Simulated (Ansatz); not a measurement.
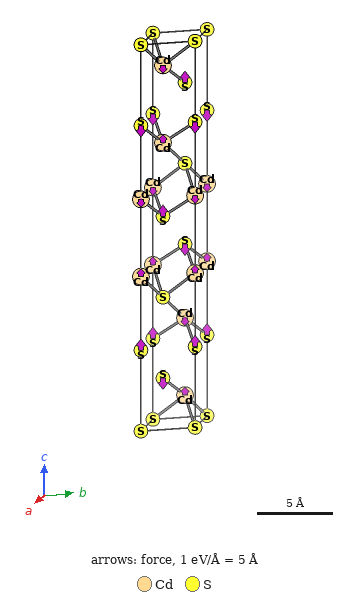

Starting geometry of solid Cd2S3 (built on the tetradymite_166 type) with the computed forces as purple arrows. Style: ball-and-stick. Shown: the conventional cell (3 times the calculation's cell), slightly off an axis. Lengths and directions refer to the drawn axes.

Case: tetradymite type (R-3m, No. 166).

Theory: DFT PBE, scalar-relativistic, plane waves, PAW (Ansatz 0.2.0).

The input:
```yaml
crystal:
  lattice:
    - [1.9130544815, 1.1045025198, 8.8679779293]
    - [-1.9130544815, 1.1045025198, 8.8679779293]
    - [0.0, -2.2090050397, 8.8679779293]
  atoms:
    - { symbol: Cd, position: [0.4, 0.4, 0.4] }
    - { symbol: Cd, position: [0.6, 0.6, 0.6] }
    - { symbol: S, position: [0.0, 0.0, 0.0] }
    - { symbol: S, position: [0.2095, 0.2095, 0.2095] }
    - { symbol: S, position: [0.7905, 0.7905, 0.7905] }
basis:
  ecutwfc: 420
kpoints:
  mp_grid: { grid: [12, 12, 12] }
hamiltonian:
  xc: pbe
scf:
  occupations: { method: gaussian, width: 0.1 }
output:
  forces: true
  stress: true
  eigenvalues: true
relax:
  adjacent_minimum: "off"
  f_tol: 0.01
  max_steps: 80
  cell: { stress_tol: 0.05 }
```

Launched with:
```bash
ansatz run input.yaml --threads 1 --pin off --max-ram 2560MiB --backend cpu --events-out ev --progress --plain --runs-dir out
```

What follows when this structure is relaxed?

Answer. It isn't relaxed: the largest force vector, on S atoms, is 0.16 eV/Å. The final displacements have little in common with the starting forces (cosine between the two patterns −0.29). Over 5 accepted moves (6 points after the start) the energy falls by 57.5 meV per atom. The largest force component goes from 0.16 to 0.001 eV/Å. Pressure: −3.77 GPa at the start and 0.00 GPa at the end. At 1 point the geometry stayed and the basis and grid were re-selected for the new cell (energy shift of 0.3 meV per atom at most each time). The largest moves relative to the cell, 0.072 Å, are those of S4 and S5. S5 goes along +c. Largest moves by element: S 0.072 Å, Cd 0.056 Å. The volume changes by −8.0 %, with a = b 3.826 → 3.894 Å (+1.8 %), c 26.604 → 23.612 Å (−11.2 %). Some distances before and after: Cd1–S3 2.833 → 2.777 Å, Cd1–S5 2.682 → 2.631 Å. Among the angles between lasting bonds that change: Cd2–S4–Cd2 91.0° → 95.5°, S4–Cd2–S4 91.0° → 95.5°, S3–Cd2–S4 91.9° → 87.6°. The space group stays R-3m (No. 166). The run took 74 s on 1 thread of AMD EPYC 9B45 (Zen 5), with other jobs on the host, peak memory 0.82 GiB.
